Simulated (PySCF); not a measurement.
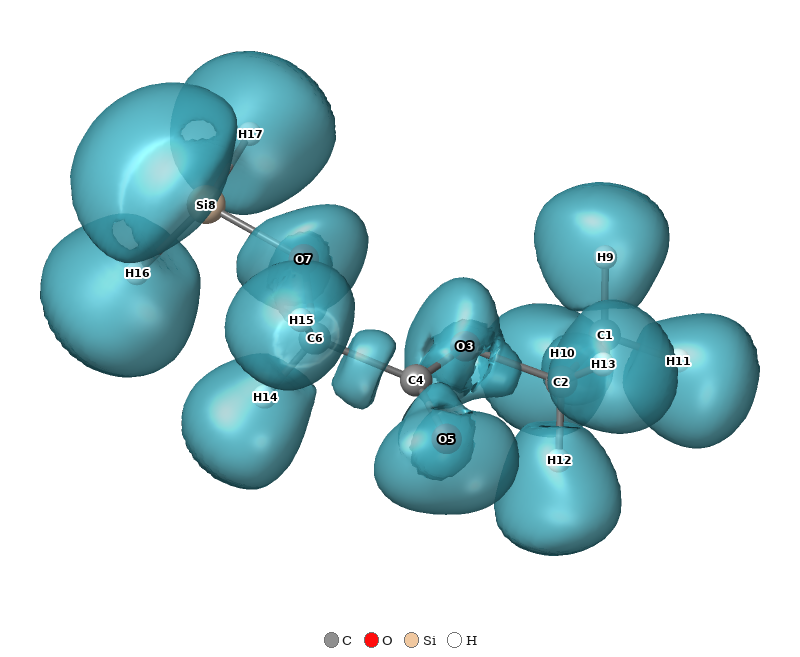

The picture shows: C4H9O3Si (doublet). Isosurface of the ELF at 0.75 (cyan), seen at an oblique angle. Core shells and regions of very low density are left out.

Geometry: GFN2-xTB.

These are results of UKS B3LYP, pcH-1 on C H O Si, non-relativistic, mean-field spin-orbit, GIAO (PySCF 2.14.0, density-fitted response routines), not measurements.

| atom | x (Å) | y (Å) | z (Å) |
| --- | --- | --- | --- |
| C | 2.5272 | 1.1507 | -0.0736 |
| C | 1.9723 | -0.2368 | 0.1845 |
| O | 0.5456 | -0.1481 | 0.2446 |
| C | -0.1067 | -1.2788 | 0.4551 |
| O | 0.4153 | -2.3569 | 0.5827 |
| C | -1.6165 | -1.0776 | 0.4976 |
| O | -1.9563 | 0.2527 | 0.6144 |
| Si | -3.3889 | 1.0037 | 0.3762 |
| H | 2.2241 | 1.8267 | 0.7210 |
| H | 2.1507 | 1.5352 | -1.0174 |
| H | 3.6118 | 1.1079 | -0.1130 |
| H | 2.2469 | -0.9358 | -0.6134 |
| H | 2.3386 | -0.6465 | 1.1323 |
| H | -2.0242 | -1.5204 | -0.4233 |
| H | -2.0058 | -1.6634 | 1.3418 |
| H | -3.9729 | 0.6281 | -0.9086 |
| H | -2.9683 | 2.3715 | 0.5869 |

Identify the bonds, lone pairs and shells in this picture.

Answer. The surface consists of two regions between bonded C–C atoms (shared pairs), seven regions around hydrogen nuclei, three regions on O in which the atom's valence shell and bonds are merged and one joined region spread over several atoms (H, Si), in which their bonds and any lone pairs are merged.

Values along the shortest contacts:
C–O (1.20 Å): the ELF peaks at about 0.85 between the atoms (a short, multiple covalent bond). C–C (1.52 Å): the ELF peaks at about 0.95 between the atoms, as expected for a covalent bond.
